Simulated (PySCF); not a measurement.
C$_{5}$H$_{10}$GeO

Input

```
{"job": {"kind": "uv", "xc": "CAM-B3LYP", "basis": "def2-SVPD", "nstates": 8, "ntriplets": 3}, "charge": 0, "multiplicity": 1}
C      2.630616    -0.426065     0.247221
O      1.661437    -0.024869    -0.673277
C      0.376179    -0.506251    -0.344233
C     -0.583370    -0.174500    -1.448188
C     -1.762648     0.360081    -1.177066
C     -2.169882     0.645233     0.237631
Ge    -0.492919     0.362671     1.258484
H      2.728831    -1.519365     0.273972
H      2.375818    -0.076855     1.261491
H      3.573154     0.018294    -0.066236
H      0.421824    -1.603155    -0.224059
H     -0.256083    -0.380846    -2.455717
H     -2.466528     0.597661    -1.962889
H     -2.947100    -0.055350     0.549947
H     -2.595971     1.645753     0.319727
H      0.159444     1.645478     1.701430
H     -0.659800    -0.495885     2.491852
```

Launched as:

```sh
OMP_NUM_THREADS=1 python probes_run.py task.json out
```

Geometry: GFN2-xTB.

Level of theory: CAM-B3LYP/def2-SVPD, SCF density, gas phase in PySCF 2.14.0.

Q: What will maps of the electron density and electron localisation function show?

A: C–C (1.32 Å): ρ at the midpoint is about 2.4 e/Å³; the ELF peaks at about 0.95 between the atoms: a multiple bond.
C–Ge (1.98 Å): the density is about 0.85 e/Å³ at the midpoint; the ELF peaks at about 0.95 in the valence shell of C, 0.7 Å from its nucleus, and is about 0.70 at the midpoint.
C–H (1.08 Å): the density is about 2 e/Å³ at the midpoint; the ELF climbs to about 1 towards the hydrogen, as it does in any bond to H; an ordinary covalent bond to hydrogen.
C–C (1.50 Å): the density is about 1.7 e/Å³ at the midpoint; the ELF peaks at about 0.95 between the atoms, as expected for a covalent bond.

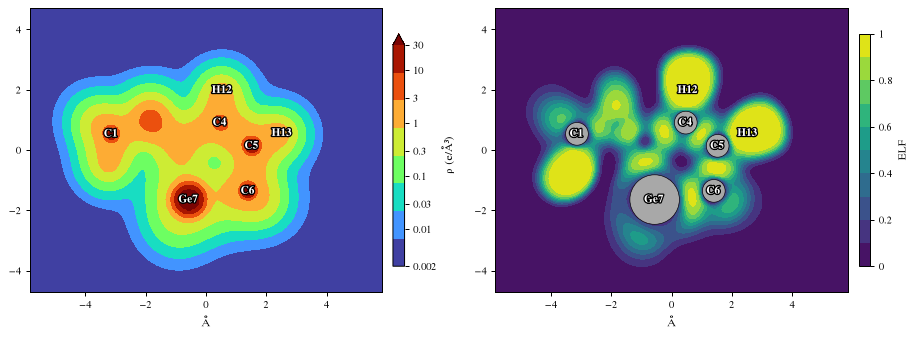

Computed electron density and electron localisation function on the plane of atoms C5, C6 and Ge7, in this order. Grey discs cover the atomic cores in the ELF map. 
